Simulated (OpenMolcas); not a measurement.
# Run report: GeH2, geometry relaxation (part 1 of 4)

System: GeH2, SMILES [GeH2].
Method: B3LYP/6-31G*, RKS (OpenMolcas 26.06).

The geometry comes from this level: PBE0-D4/def2-TZVP.

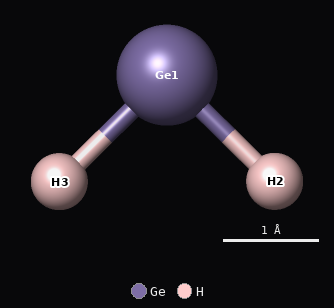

Fig. 1: The starting structure (ball-and-stick view, seen on its broad side; atoms are numbered from 1 in the order of the input). Sticks mark near contacts.

Summary:

- outcome: converged
- total energy: −2077.915088 hartree
- basis functions: 39
- HOMO: −6.74 eV
- LUMO: −3.27 eV
- dipole moment: 0.06 debye
- zero-point energy: 0.006393 hartree
- wavenumbers, lowest and highest: 2653i and 1869 cm⁻¹
- hardware: 1 thread of Intel Xeon (Granite Rapids), 64 GiB of memory available, shared host
- wall time: 16 s
- peak memory: 0.38 GiB

Input:
```
>>> EXPORT MOLCAS_PRINT=2

&GATEWAY
 BasLib=$CurrDir
 Coord=struct.xyz
 Basis=6-31Gs
 Group=NoSym
>>> EXPORT MOLCAS_MAXITER=50
>>> Do While

&SEWARD

&SCF
 KSDFT=B3LYP
 PrOrbitals=0

&SLAPAF
>>> EndDo
>>> COPY $Project.Opt.xyz $CurrDir/final.xyz
>>> COPY $Project.slapaf.h5 $CurrDir/final.slapaf.h5

&MCKINLEY
```

File struct.xyz:
```
3

Ge    -0.570100     0.405100    -0.263700
H      0.783000     0.743600     0.509000
H     -0.212900    -1.148700    -0.245300
```

Run as:
```bash
export MOLCAS_MEM=1860
pymolcas calc.input > calc.log
```

Log:
```
--- Start Module: gateway ---

                                              &GATEWAY

                       available to each process: 1.9 GB of memory, 1 thread

 Basis Set     1 Label: GE.6-31GS
 Basis set is read from library:.
 basistype.tbl is not found

 Basis Set     2 Label: H.6-31GS
 Basis set is read from library:.
 basistype.tbl is not found

++    Symmetry information:
      ---------------------

                    Character Table for C1

                             E
                    a        1  x, y, xy, Rz, z, xz, Ry, yz, Rx, I
--

++    Basis set information:
      ----------------------

      Basis set label: GE.6-31GS.........

      Electronic valence basis set:
      ------------------
      Associated Effective Charge  32.000000 au
      Associated Actual Charge     32.000000 au
      Nuclear Model: Point charge

      Shell  nPrim  nBasis  Cartesian Spherical Contaminant
         s      22       5        X
         p      16       4        X
         d       5       3        X

      Basis set label: H.6-31GS.........

      Electronic valence basis set:
      ------------------
      Associated Effective Charge   1.000000 au
      Associated Actual Charge      1.000000 au
      Nuclear Model: Point charge

      Shell  nPrim  nBasis  Cartesian Spherical Contaminant
         s       4       2        X
--

++    Molecular structure info:
      -------------------------

                    ************************************************
                    **** Cartesian Coordinates / bohr, angstrom ****
                    ************************************************

     Center  Label                x              y              z                     x              y              z
        1      GE1             -1.077333       0.765528      -0.498321             -0.570100       0.405100      -0.263700
        2      H2               1.479656       1.405200       0.961871              0.783000       0.743600       0.509000
        3      H3              -0.402323      -2.170728      -0.463550             -0.212900      -1.148700      -0.245300

                    ***************************************
                    *    InterNuclear Distances / bohr    *
                    ***************************************

               1 GE1           2 H2            3 H3
    1 GE1      0.000000
    2 H2       3.013226        0.000000
    3 H3       3.013047        4.284966        0.000000

                    *******************************************
                    *    InterNuclear Distances / angstrom    *
                    *******************************************

               1 GE1           2 H2            3 H3
    1 GE1      0.000000
    2 H2       1.594530        0.000000
    3 H3       1.594436        2.267506        0.000000
--

            Nuclear Potential Energy             21.47370202 au

--- Stop Module: gateway /rc=_RC_ALL_IS_WELL_ ---

>>> EXPORT MOLCAS_MAXITER = 50

--- Start Module: seward ---

                                              &SEWARD

                       available to each process: 1.9 GB of memory, 1 thread

               SEWARD will generate:
                  Multipole Moment integrals up to order  2
                  Kinetic Energy integrals
                  Nuclear Attraction integrals (point charge)
                  One-Electron Hamiltonian integrals
                  Velocity integrals
                  Orbital angular momentum around ( -1.0344   0.7350  -0.4785 )
                  Velocity quadrupole around ( -1.0344   0.7350  -0.4785 )
                  Two-Electron Repulsion integrals

                   Integrals are discarded if absolute value <: 1.00E-14
                   Integral cutoff threshold is set to       <: 1.00E-16

            Nuclear Potential Energy             21.47370202 au

      Basis set specifications :
      Symmetry species         a
      Basis functions           39

--- Stop Module: seward /rc=_RC_ALL_IS_WELL_ ---

--- Start Module: scf ---

                                                &SCF

                       available to each process: 1.9 GB of memory, 1 thread

 ###############################################################################
 ###     Minimized-density-differences option turned off!                    ###
 ###############################################################################
++    Input section:
      --------------

      Header of the integral files:

      Cartesian coordinates in angstrom:
      -----------------------------------------------------
      No.  Label        X            Y            Z
      -----------------------------------------------------
       1   GE1       -0.57010000   0.40510000  -0.26370000
       2   H2         0.78300000   0.74360000   0.50900000
       3   H3        -0.21290000  -1.14870000  -0.24530000
      -----------------------------------------------------
      Nuclear repulsion energy =   21.47370202
--

++    Orbital specifications:
      -----------------------

      Symmetry species               1
                                     a
      Frozen orbitals                0
      Occupied orbitals             17
      Secondary orbitals            22
      Deleted orbitals               0
      Total number of orbitals      39
      Number of basis functions     39
--

      Molecular charge                           0.000

      Numerical integration parameters
      --------------------------------
      Radial quadrature type:                         MHL
      Size of radial grid:                            75
      Lebedev angular grid:                           29
      Angular grid pruned with the crowding factor:  3.00E+00
                                 and fading factor:  6.00E+00
      Screening threshold for integral computation:   1.00E-11
      Radial quadrature accuracy:                     1.00E-25
      Maximum batch size:                             128
      AO values are stored on disk
      The same grid will be used for all iterations.

      DFT functional specifications
      -----------------------------
      Using Libxc version: 6.2.2
      Please cite the following reference:
      S. Lehtola, C. Steigemann, M. J.T. Oliveira, and M. A.L. Marques.,  SoftwareX 7, 1–5 (2018) doi:10.1016/j.softx.2017.11.002

      * B3LYP

++    Optimization specifications:
      ----------------------------

      SCF Algorithm: Conventional
      D(i)-D(i-1) density differences are used
      Number of density matrices in core                 5
      Maximum number of NDDO SCF iterations            400
      Maximum number of HF SCF iterations              400
      Threshold for SCF energy change             1.00E-09
      Threshold for density matrix                1.00E-04
      Threshold for Fock matrix                   1.50E-04
      Threshold for linear dependence             1.00E-09
      Threshold at which DIIS is turned on        1.50E-01
      Maximum depth in the DIIS procedure                5
      Maximum depth in the BFGS Hessian update          30
      Threshold at which QNR/C2DIIS is turned on  7.50E-02
      Threshold for Norm(delta) (QNR/C2DIIS)      1.00E-03
      All orbitals punched on: SCFORB
--

      Input vectors read from INPORB
      Orbital file label: *Guess orbitals

++ Convergence information
                                   B3LYP      iterations: Energy and convergence statistics

Iter     Tot. B3LYP      One-elec.       Two-elec.     Energy      Max Dij or  Max Fij      DNorm      TNorm      AccCon     Time
         Energy          Energy          Energy        Change      Delta Norm                                                in Sec.

 The total and one-electron energies are shifted by a value of      2000. a.u.

   1   -77.616475880 -1003.644395969   904.554218066   0.00E+00    3.53E-01*   1.98E+00*    1.09E+01   4.63E+02   None         0.
   2   -77.902268905  -998.753288901   899.377317973  -2.86E-01*   1.51E-01*   6.07E-02*    4.53E+00   4.61E+02   EDIIS        0.
   3   -77.905047046 -1004.391450261   905.012701193  -2.78E-03*   2.39E-02*   3.69E-02*    3.94E-01   4.63E+02   EDIIS        0.
   4   -77.914641902 -1000.703984978   901.315641053  -9.59E-03*   2.07E-02*   5.49E-03*    8.69E-02   4.62E+02   c2DIIS       0.
   5   -77.914914844 -1001.558751515   902.170134649  -2.73E-04*   1.18E-02*   2.79E-03*    6.62E-02   4.62E+02   QNRc2DIIS    0.
   6   -77.914937373 -1001.205869716   901.817230320  -2.25E-05*   4.87E-03*   2.15E-03*    5.18E-02   4.62E+02   QNRc2DIIS    0.
   7   -77.914988098 -1001.425446852   902.036756732  -5.07E-05*   4.44E-04    6.52E-04*    2.18E-02   4.62E+02   QNRc2DIIS    0.
   8   -77.914989093 -1001.395399692   902.006708575  -9.96E-07*   1.14E-05    4.66E-06     1.53E-03   4.62E+02   QNRc2DIIS    0.
   9   -77.914989093 -1001.395618955   902.006927839  -1.76E-10    2.19E-06    8.68E-07     7.75E-05   4.62E+02   QNRc2DIIS    0.

       Convergence after   9 Iterations
--

 *****************************************************************************************************************************
 *                                             SCF/KS-DFT Program, Final results                                             *
 *                                                       Final Results                                                       *
 *****************************************************************************************************************************

::    Total KS-DFT energy                           -2077.9149890934
      One-electron energy                           -3001.3956189551
      Two-electron energy                             902.0069278387
      Nuclear repulsion energy                         21.4737020230
      Kinetic energy (interpolated)                  2072.8500545245
      Virial theorem                                    1.0024434640
      Total spin, S(S+1)                                0.0000000000
      Total spin, S                                     0.0000000000
      Max non-diagonal density matrix element           0.0000019194
      Max non-diagonal Fock matrix element              0.0000000873

      No orbitals printed

++    Molecular charges:
      ------------------

      Mulliken charges per centre
      ---------------------------

                GE1     H2      H3
      Total   31.9610  1.0195  1.0195

      N-E      0.0390 -0.0195 -0.0195

      Total electronic charge=   34.000000

      Total            charge=   -0.000000
--

++    Molecular properties:
      ---------------------

      Charge (e):
                      =   -0.0000
      Dipole Moment (debye):
      Origin of the operator (angstrom)=   -0.5474    0.3890   -0.2532
                   X=  9.7985E-02               Y= -6.9863E-02               Z=  4.5295E-02           Total=  1.2858E-01
      Quadrupole Moment (debye*angstrom):
      Origin of the operator (angstrom)=   -0.5474    0.3890   -0.2532
                  XX= -2.0360E+01              XY=  9.2872E-01              XZ= -2.1948E+00              YY= -2.0739E+01
                  YZ= -1.7201E-02              ZZ= -1.7317E+01
      In traceless form (debye*angstrom)
                  XX= -1.3321E+00              XY=  1.3931E+00              XZ= -3.2921E+00              YY= -1.9008E+00
                  YZ= -2.5802E-02              ZZ=  3.2329E+00
--

--- Stop Module: scf /rc=_RC_ALL_IS_WELL_ ---

--- Start Module: slapaf ---

                                              &SLAPAF

                       available to each process: 1.9 GB of memory, 1 thread

--- Stop Module: slapaf /rc=_RC_INVOKED_OTHER_MODULE_ ---

--- Start Module: alaska ---

                                              &ALASKA

                       available to each process: 1.9 GB of memory, 1 thread

                     Threshold for contributions to the gradient: 1.000E-07

                    ********************************************
                    * Symmetry Adapted Cartesian Displacements *
                    ********************************************

           Irreducible representation : a
           Basis function(s) of irrep: x, y, xy, Rz, z, xz, Ry, yz, Rx, I

 Basis Label        Type   Center Phase
   1   GE1          x         1     1
   2   GE1          y         1     1
   3   GE1          z         1     1
   4   H2           x         2     1
   5   H2           y         2     1
   6   H2           z         2     1
   7   H3           x         3     1
   8   H3           y         3     1
   9   H3           z         3     1

                     No automatic utilization of translational and rotational invariance of the energy is employed.

 DFT contribution computed for a moving grid.

 Conventional ERI gradients!

 **************************************************
 *              Molecular gradients               *
 **************************************************

  Irreducible representation: a
 ------------------------------------------------------------------------------------------
                              X                       Y                       Z
 ------------------------------------------------------------------------------------------
  GE1               4.18229771480494E-03   -2.97006578706815E-03    1.93472180743726E-03
  H2               -3.12687610898177E-03   -4.81412347725474E-04   -1.75165370591568E-03
  H3               -1.05542160579164E-03    3.45147813481272E-03   -1.83068101518524E-04
 ------------------------------------------------------------------------------------------

--- Stop Module: alaska /rc=_RC_ALL_IS_WELL_ ---

--- Start Module: slapaf ---

                                              &SLAPAF

                       available to each process: 1.9 GB of memory, 1 thread

++       Slapaf input parameters:
         ------------------------

 Maximum number of iterations:                50
 Convergence test a la Schlegel.
 Convergence criterion on gradient/para.<=: 3.0E-04
 Convergence criterion on step/parameter<=: 3.0E-04
 Convergence criterion on energy change <=: 0.0E+00
 Parameters for step-restricted optimization
 Maximum step length (initial seed):       3.00E-01

 -RFO activated with parameters:
   Maximum number of data points used in RFO:      5
 Line search is performed

 -Optimization for minimum.
  Optimization method: RS-RFO.

 -Initial Hessian guessed by Hessian Model Function (HMF).
  HMF augmented with weak interactions.

 -Hessian update method: Broyden-Fletcher-Goldfarb-Shanno
  Maximum number of points in Hessian update:  5

 -Relaxation will be done on non-redundant internal coordinates, based on
  force constant weighted redundant internal coordinates.

--

 ******************************************
 * Statistics of the internal coordinates *
 ******************************************
 Translations and Rotations:         0
 Bonds                     :         2
 Angles                    :         1
 Torsions                  :         0
 Out-of-plane angles       :         0

**********************************************************************************************************************
*                                    Energy Statistics for Geometry Optimization                                     *
**********************************************************************************************************************
                       Energy     Grad      Grad              Step                 Estimated   Geom       Hessian
Iter      Energy       Change     Norm      Max    Element    Max     Element     Final Energy Update Update   Index
  1  -2077.91498909  0.00000000 0.007496  0.005171 nrc001   0.016782  nrc001    -2077.91503242 RS-RFO  None      0

       +----------------------------------+----------------------------------+
       +    Cartesian Displacements       +    Gradient in internals         +
       +  Value      Threshold Converged? +  Value      Threshold Converged? +
 +-----+----------------------------------+----------------------------------+
 + RMS + 6.7916E-03  1.2000E-03     No    + 4.3280E-03  3.0000E-04     No    +
 +-----+----------------------------------+----------------------------------+
 + Max + 9.2554E-03  1.8000E-03     No    + 5.1707E-03  4.5000E-04     No    +
 +-----+----------------------------------+----------------------------------+

 Convergence not reached yet!
```
